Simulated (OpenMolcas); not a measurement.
# Single-point calculation, with input and output: BeH2 (part 2 of 2)

The same run, continued: BeH2, SMILES [H][Be][H]; CISD/6-31G*, RHF (OpenMolcas 26.06). The geometry comes from this level: GFN2-xTB.

Geometry of the input (Å):
```
Be -0.0008  -0.0005  -0.0000
H  -0.0182  -0.0228  1.2791
H  0.0190  0.0232  -1.2791
```

Log, continued
```
      ************************************************************************************************************************
      *                                                        Title:                                                        *
      *                                                 (No title was given)                                                 *
      ************************************************************************************************************************

      ALL SINGLE AND DOUBLE REPLACEMENTS

      NUMBER OF ELECTRONS IN CI         6
      TOTAL SPIN QUANTUM NUMBER      0.00

              ORBITALS PER SYMMETRY
                  1
      INACTIVE    3
      ACTIVE      0
      VALENCE     0
      CORE        0
      ONEOCC      0
  Number of vertices                   22                   15

      INTERNAL CONFIGURATIONS (FORMAL)

      NUMBER OF VALENCE STATES               1
      NUMBER OF DOUBLET COUPLED SINGLES      3
      NUMBER OF TRIPLET COUPLED DOUBLES      3
      NUMBER OF SINGLET COUPLED DOUBLES      6

      ONE CLOSED SHELL REFERENCE STATE
      WAVE-FUNCTION SYMMETRY LABEL:  1

      INTERNAL CONFIGURATIONS (REAL)

      NUMBER OF VALENCE STATES               1
      NUMBER OF DOUBLET COUPLED SINGLES      3
      NUMBER OF TRIPLET COUPLED DOUBLES      3
      NUMBER OF SINGLET COUPLED DOUBLES      6

      COEFFICIENTS FOR DIAG       53
      TIME FOR DIAG                0

      COEFFICIENTS FOR ABCI       21
      MAXIMUM NUMBER OF ELEMENTS     5
      TIME FOR ABCI                0

      COEFFICIENTS FOR IJKL       99
      TIME FOR IJKL                0

      COEFFICIENTS FOR AIBJ      105
      DIFFERENT TYPES        3        6       18       36        6       12       12
      TIME FOR AIBJ                0

      COEFFICIENTS FOR AIJK      135
      TIME FOR AIJK                0

      COEFFICIENTS FOR IJ         27

      COEFFICIENTS FOR AI         24
      TIME FOR ONEEL               0
--- Stop Module: guga /rc=_RC_ALL_IS_WELL_ ---

--- Start Module: cpf ---

                                                &CPF

                       available to each process: 800 MB of memory, 1 thread

      ************************************************************************************************************************
      *                                                        Title:                                                        *
      *                                                ( No title was given )                                                *
      ************************************************************************************************************************

      Cartesian coordinates in angstrom:
      -----------------------------------------------------
      No.  Label        X            Y            Z
      -----------------------------------------------------
       1   BE1       -0.00084000  -0.00048000  -0.00003000
       2   H2        -0.01818000  -0.02277000   1.27912000
       3   H3         0.01903000   0.02325000  -1.27910000
      -----------------------------------------------------
      Nuclear repulsion energy =    3.51556976

      This is an  S D C I  calculation

      ONE-ELECTRON BASIS:
      ----------------------------

      Symmetry species                                   1

      Orbitals pre-frozen in MOTRA               0       0
      Orbitals used by this program             19      19
      Pre-deleted in MOTRA                       0       0
      Sum: No. of basis functions               19      19

      ORBITAL SPECIFICATION:
      -------------------------------

      Orbitals frozen here                       0       0
      Inactive orbitals                          3       3
      Active orbitals                            0       0
      Additional valence orbitals                0       0
      Virtual orbitals                          16      16
      Orbitals deleted here                      0       0
      Sum: Total no. of orbitals                19      19

      WAVE FUNCTION SPECIFICATION:
      ----------------------------

      Number of electrons in CI                  6
      Internal orbitals in CI                    3
      External orbitals in CI                   16
      Number of irreps                           1
      Spin quantum number                      0.0
      State symmetry                             1

      REFERENCE STATE:
      ------------------------------

      Number of reference states                 1
      One closed shell reference state

      OPTIONS:
      --------

      Print parameter                            5
      Pulay diagonalization
      First order interacting space

      INTERNAL CONFIGURATIONS

      NUMBER OF VALENCE STATES               1
      NUMBER OF DOUBLET COUPLED SINGLES      3
      NUMBER OF TRIPLET COUPLED DOUBLES      3
      NUMBER OF SINGLET COUPLED DOUBLES      6

      FULL-SPACE CONFIGURATIONS (FORMAL)

      NUMBER OF VALENCE STATES               1
      NUMBER OF DOUBLET COUPLED SINGLES     48
      NUMBER OF TRIPLET COUPLED DOUBLES    360
      NUMBER OF SINGLET COUPLED DOUBLES    816

      FULL-SPACE CONFIGURATIONS (REAL)

      NUMBER OF VALENCE STATES               1
      NUMBER OF DOUBLET COUPLED SINGLES     48
      NUMBER OF TRIPLET COUPLED DOUBLES    360
      NUMBER OF SINGLET COUPLED DOUBLES    816

      FORMAL NUMBER OF CONFIGURATIONS    1225
        REAL NUMBER OF CONFIGURATIONS    1225
  NUMBER OF TWO-ELECTRON INTEGRALS:                18145

      STATISTICS FOR INTEGRALS, FIRST ENTRY 10**3-10**4

               0         0         0         1       218
            1092      1221       496      1502      1080
            1796      1179      1377         0         0
               0         0         0         0         0

      REFERENCE ENERGY      -15.76398433
  ITER      TOTAL ENERGY          CORR ENERGY           DECREASE
   1         -15.76398433           0.00000000         -15.76398433
   2         -15.81424937          -0.05026504          -0.05026504
   3         -15.81644187          -0.05245754          -0.00219250
   4         -15.81669096          -0.05270662          -0.00024908
   5         -15.81673908          -0.05275475          -0.00004812
   6         -15.81675133          -0.05276700          -0.00001225
   7         -15.81675636          -0.05277202          -0.00000503
   8         -15.81675641          -0.05277207          -0.00000005

     CALCULATION CONVERGED

     FINAL CI ENERGY           -15.81675641
     FINAL CORRELATION ENERGY   -0.05277207  REFERENCE ENERGY     -15.76398433
     DAVIDSON CORR. ENERGY     -15.81845065
     DAVIDSON CORRECTION        -0.00169424  C0 =     0.984324
     SUM OF SQUARED CPX(BAR)    0.0311

     FIRST ORDER RELATIVISTIC CORRECTIONS
     MASS-VELOCITY               0.00000000
     1-EL DARWIN CONTACT         0.00000000
     TOTAL REL. CORRECTION       0.00000000
     REL. CI ENERGY            -15.81675641
     REL. CI+Q ENERGY          -15.81845065

      PRINTOUT OF CI-COEFFICIENTS LARGER THAN      0.05

      CONFIGURATION      1   COEFFICIENT  0.984324   REFERENCE

      ORBITALS       0  0  1  2  3
      OCCUPATION     0  0  2  2  2
      SPIN-COUPLING  0  0  3  3  3
      SYMMETRY       0  0  1  1  1

++    Molecular orbitals:
      -------------------

      Title:  SDCI natural orbitals

      Molecular orbitals for symmetry species 1: a

          Orbital            1         2         3         4         5         6         7         8         9        10
          Occ. No.          1.9994    1.9708    1.9689    0.0184    0.0092    0.0068    0.0068    0.0065    0.0063    0.0029

        1 BE1    1s         1.0019    0.0000   -0.1631    0.1378   -0.0000   -0.0001   -0.0000    0.0000    0.0212   -0.0000
        2 BE1    2s         0.0175   -0.0000    0.2396   -0.6499   -0.0000    0.0052    0.0000   -0.0001   -2.2892    0.0000
        3 BE1    *s        -0.0141   -0.0000    0.2571   -0.6100    0.0000   -0.0006   -0.0000    0.0000    0.5070   -0.0000
        4 BE1    *px       -0.0000   -0.0059    0.0002    0.0003    0.0197    0.7128   -0.3994   -0.0111    0.0002   -0.0000
        5 BE1    *px        0.0000   -0.0022   -0.0000    0.0001    0.0086    0.2161   -0.1211    0.0071    0.0004   -0.0000
        6 BE1    *py       -0.0000   -0.0073    0.0001    0.0002    0.0244    0.3992    0.7128   -0.0137    0.0001    0.0000
        7 BE1    *py        0.0000   -0.0027   -0.0000    0.0000    0.0107    0.1210    0.2162    0.0087    0.0003    0.0000
        8 BE1    *pz       -0.0000    0.4080    0.0000   -0.0000   -1.3543    0.0175    0.0070    0.7605    0.0000    0.0000
        9 BE1    *pz        0.0000    0.1509    0.0000   -0.0000   -0.5945    0.0053    0.0021   -0.4856    0.0001    0.0000
       10 BE1    *200      -0.0008   -0.0000   -0.0071    0.0292   -0.0000   -0.0002   -0.0003   -0.0000    0.3242    0.0072
       11 BE1    *110       0.0000   -0.0000    0.0000    0.0000   -0.0000    0.0005    0.0003   -0.0000   -0.0003   -0.0037
       12 BE1    *101      -0.0000    0.0001   -0.0014   -0.0004    0.0007    0.0000    0.0000    0.0017    0.0148   -0.4948
       13 BE1    *020      -0.0008    0.0000   -0.0071    0.0292   -0.0000   -0.0005    0.0003   -0.0000    0.3242   -0.0156
       14 BE1    *011      -0.0000    0.0000   -0.0017   -0.0005    0.0004   -0.0000    0.0000    0.0010    0.0184    0.8686
       15 BE1    *002      -0.0006   -0.0000    0.0397    0.0436    0.0000   -0.0004   -0.0000    0.0000   -0.1857    0.0084
       16 H2     1s        -0.0049    0.2382    0.2006    0.6274    0.6255   -0.0002   -0.0000    0.5560   -0.0631    0.0000
       17 H2     *s        -0.0065    0.1850    0.2209    0.2104    0.8127   -0.0022   -0.0000   -0.7868    0.8790   -0.0000
       18 H3     1s        -0.0049   -0.2382    0.2005    0.6274   -0.6256   -0.0002   -0.0000   -0.5560   -0.0630   -0.0000
       19 H3     *s        -0.0065   -0.1850    0.2209    0.2103   -0.8126   -0.0022   -0.0000    0.7869    0.8790    0.0000

          Orbital           11        12        13        14        15
          Occ. No.          0.0029    0.0004    0.0002    0.0001    0.0001

        1 BE1    1s         0.0000    0.2312    0.0400    0.1939   -0.0000
        2 BE1    2s        -0.0000   -5.9595    0.0018   -3.0565   -0.0000
        3 BE1    *s         0.0000    1.9907    0.6576   -2.0312   -0.0000
        4 BE1    *px       -0.0000    0.0006   -0.0003    0.0007   -0.0012
        5 BE1    *px        0.0000    0.0007   -0.0004   -0.0023   -0.0497
        6 BE1    *py       -0.0000    0.0003   -0.0002    0.0004   -0.0015
        7 BE1    *py        0.0000    0.0004   -0.0002   -0.0013   -0.0615
        8 BE1    *pz        0.0012   -0.0000    0.0000    0.0000    0.0814
        9 BE1    *pz       -0.0008    0.0000    0.0000   -0.0001    3.4195
       10 BE1    *200      -0.0126    1.1755    0.2907    1.1147   -0.0000
       11 BE1    *110      -0.0228    0.0003   -0.0005   -0.0002   -0.0000
       12 BE1    *101       0.8683   -0.0144    0.0282    0.0106    0.0018
       13 BE1    *020      -0.0089    1.1756    0.2906    1.1146   -0.0000
       14 BE1    *011       0.4941   -0.0179    0.0349    0.0130    0.0010
       15 BE1    *002       0.0215    1.6720   -0.6785    0.7521    0.0001
       16 H2     1s        -0.0037   -0.0977    1.0230   -0.2682    0.7110
       17 H2     *s         0.0027   -0.7912   -0.8411    1.0874   -3.1141
       18 H3     1s         0.0037   -0.0977    1.0230   -0.2682   -0.7110
       19 H3     *s        -0.0027   -0.7912   -0.8411    1.0875    3.1142
--

++    Molecular charges:
      ------------------

      Mulliken charges per centre and basis function type
      ---------------------------------------------------

                BE1     H2      H3
      1s       1.9985  0.4960  0.4960
      2s       0.4156  0.0000  0.0000
      *s       0.4422  0.5308  0.5308
      *px      0.0071  0.0000  0.0000
      *pz      0.9822  0.0000  0.0000
      *py      0.0072  0.0000  0.0000
      *200    -0.0136  0.0000  0.0000
      *110     0.0000  0.0000  0.0000
      *101     0.0029  0.0000  0.0000
      *020    -0.0136  0.0000  0.0000
      *011     0.0029  0.0000  0.0000
      *002     0.1149  0.0000  0.0000
      Total    3.9463  1.0268  1.0268

      N-E      0.0537 -0.0268 -0.0268

      Total electronic charge=    6.000000

      Total            charge=    0.000000
--

++    Molecular properties:
      ---------------------

      Dipole Moment (debye):
      Origin of the operator (angstrom)=   -0.0006   -0.0003   -0.0000
                   X= -3.9454E-03               Y= -2.2456E-03               Z= -1.2146E-04           Total=  4.5413E-03
      Quadrupole Moment (debye*angstrom):
      Origin of the operator (angstrom)=   -0.0006   -0.0003   -0.0000
                  XX= -6.4709E+00              XY= -1.1595E-03              XZ=  6.4486E-02              YY= -6.4714E+00
                  YZ=  7.9755E-02              ZZ= -1.0903E+01
      In traceless form (debye*angstrom)
                  XX=  2.2165E+00              XY= -1.7393E-03              XZ=  9.6730E-02              YY=  2.2158E+00
                  YZ=  1.1963E-01              ZZ= -4.4323E+00
--

--- Stop Module: cpf /rc=_RC_ALL_IS_WELL_ ---

.##################.
.# Happy landing! #.
.##################.

    Timing: Wall=1.39 User=1.04 System=0.34
```

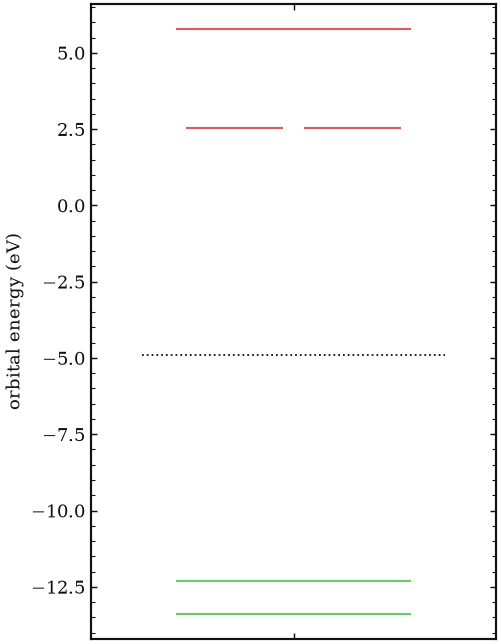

Fig. 1: Orbital energies near the frontier (SCF reference); the dotted line parts filled from empty levels, and levels within 0.02 eV of each other stand side by side. Highest filled −12.30 eV, lowest empty 2.53 eV, 14.83 eV apart.
